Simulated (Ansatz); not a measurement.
# HOCN (cyanic acid) at MP2/STO-3G

Aim: the vertical singlet–triplet gap of HOCN (cyanic acid) at MP2/STO-3G, from 2 runs. 

The calculation is run with Ansatz 0.2.0.

71 further runs of the same task are left out: 2 that didn't finish, 69 set aside as unsound or not needed.

## Step 1: The system as given

HOCN: 4 atoms, total charge 0, spin state singlet. SMILES: `N#CO`. The shape is that of a PBE0-D4/def2-TZVP optimisation.

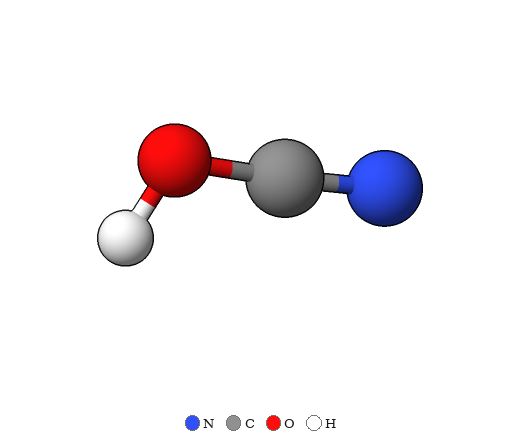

Viewed from a chosen angle; nitrogen blue, carbon grey, oxygen red, hydrogen white.

## Step 2: A single-point energy at MP2/STO-3G

File run.yaml:

```yaml
crystal:
  periodic: [false, false, false]
  atoms:
    - {symbol: N, position_ang: [-1.343020, -0.163260, 0.884430]}
    - {symbol: C, position_ang: [-0.431900, 0.072570, 0.218870]}
    - {symbol: O, position_ang: [0.558270, 0.398850, -0.541130]}
    - {symbol: H, position_ang: [1.216640, -0.308160, -0.562170]}
basis:
  gaussian: {orbitals: STO-3G}
correlation: {method: mp2, frozen_orbitals: {C: 1, H: 0, "N": 1, O: 1}}
accuracy: high
```

The run is started by

```sh
$ ansatz run run.yaml --threads 1 --pin off --max-ram 3480MiB --events-out events.jsonl --progress --plain --runs-dir runs
```

The log of the run:

```text
Warning: RAYON_NUM_THREADS=1 ignored (pool sized by the plan → 1); use --threads N
Functional definition: HF
  name "HF"
  exchange = exact_x
  correlation = 0
274 factors; integrals over basis functions are off by at most 3.1e-8 eV
mean field evaluation 1: about -4499.3359 eV, gradient 3.8e1 eV
mean field evaluation 2: about -4499.3909 eV, gradient 3.8e1 eV
mean field evaluation 4: about -4503.6189 eV, gradient 2.6e0 eV
mean field evaluation 8: about -4503.6639 eV, gradient 3.3e-2 eV
mean field -4503.65889904 eV, -165.5064118502 hartree, gradient 2.3e-8 eV, S^2 0.000000; 0 other end points of the search recorded, 0 dependent functions left out
3 core orbitals not correlated: weight in the atoms' cores, before any rotation towards them, 1.000 or more for the frozen orbitals, at most 0.000 for the correlated occupied ones
reference -4503.65889904 eV, -165.5064118502 hartree; 8, 8 occupied and 5, 5 virtual orbitals, 274 factors
second order -4.99654012 eV of doubles, -0.00000000 eV of singles
Total energy: -4508.65543917 eV, -165.6900313129 hartree
```

Run time: 0.08 s. Hardware: 1 thread of Intel Xeon 6975P-C (Granite Rapids), shared host.

## Step 3: The triplet

File molecule.yaml:

```yaml
crystal:
  periodic: [false, false, false]
  atoms:
    - {symbol: N, position_ang: [-1.343020, -0.163260, 0.884430]}
    - {symbol: C, position_ang: [-0.431900, 0.072570, 0.218870]}
    - {symbol: O, position_ang: [0.558270, 0.398850, -0.541130]}
    - {symbol: H, position_ang: [1.216640, -0.308160, -0.562170]}
basis:
  gaussian: {orbitals: STO-3G}
magnetization: {spin_polarized: true, initial_magnetization: 2}
correlation: {method: mp2, frozen_orbitals: {C: 1, H: 0, "N": 1, O: 1}}
accuracy: high
```

The run is started by

```sh
$ ansatz run molecule.yaml --threads 1 --pin off --max-ram 3480MiB --events-out events.jsonl --progress --plain --runs-dir runs
```

The log of the run (excerpt; [...] marks lines left out):

```text
Warning: RAYON_NUM_THREADS=1 ignored (pool sized by the plan → 1); use --threads N
Functional definition: HF
  name "HF"
[...]
274 factors; integrals over basis functions are off by at most 3.1e-8 eV
[...]
mean field -4497.16435337 eV, -165.2677416990 hartree, gradient 3.7e-8 eV, S^2 2.010503; 10 other end points of the search recorded, 0 dependent functions left out
3 core orbitals not correlated: weight in the atoms' cores, before any rotation towards them, 1.000 or more for the frozen orbitals, at most 0.000 for the correlated occupied ones
reference -4497.16435337 eV, -165.2677416990 hartree; 9, 7 occupied and 4, 6 virtual orbitals, 274 factors
second order -2.86998196 eV of doubles, -0.00000000 eV of singles
Total energy: -4500.03433534 eV, -165.3732115909 hartree
```

It took 0.26 s on 1 thread of Intel Xeon 6975P-C (Granite Rapids), shared host.

## Step 4: Summary of results

Level: MP2/STO-3G, 3 core orbitals frozen.

| quantity | value |
| --- | --- |
| singlet: total energy | -165.69003 Eh |
| singlet: correlation energy (3 core orbitals frozen) | -183.6 mEh |
| triplet: total energy | -165.37321 Eh |
| triplet: correlation energy (3 core orbitals frozen) | -105.5 mEh |
| triplet: ⟨S²⟩ of the reference determinant | 2.011 |
| vertical energy of the triplet above the singlet | 8.621 eV |

What this shows: At this shape the triplet lies 8.62 eV (832 kJ/mol) above the singlet. In a minimal basis such a difference can be off by several eV, whatever the method.
